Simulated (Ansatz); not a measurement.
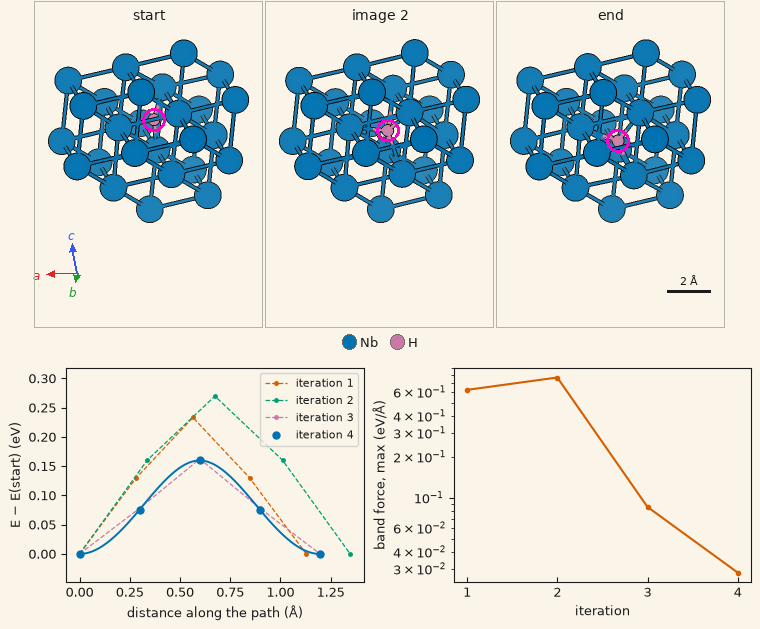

NEB run on a defect cell of composition Nb20H (21 atoms in the cell). Images are numbered from 0 (start) to 4 (end). The plot follows the band through its iterations. A ball-and-stick model of the atoms within 4.8 Å of the middle of the path, seen from a free direction. The moving atom is ringed, with any periodic copies. Bonds to atoms that aren't drawn are left out.

Method: DFT PBEsol, scalar-relativistic, plane waves, PAW (Ansatz 0.2.0). Set-up: plane-wave cutoff 420 eV; k-point mesh 3 × 3 × 3; Gaussian smearing 0.1 eV; 3 movable images; climbing image.

Q: How did the profile develop, and is the result final?

A: The run is converged, with reservations. The band converged in 4 iterations. The largest component of the band force went from 0.62 to 0.028 eV/Å. The climbing image converged on the top of the path. Its curvatures weren't checked. The first iteration put the highest image at 0.233 eV. The two ends have the same energy, and the highest point, image 2, lies 0.160 eV above the start.

Limits of the set-up: the periodic images lie only 7.1 Å apart, so the values are limited by the cell's size.
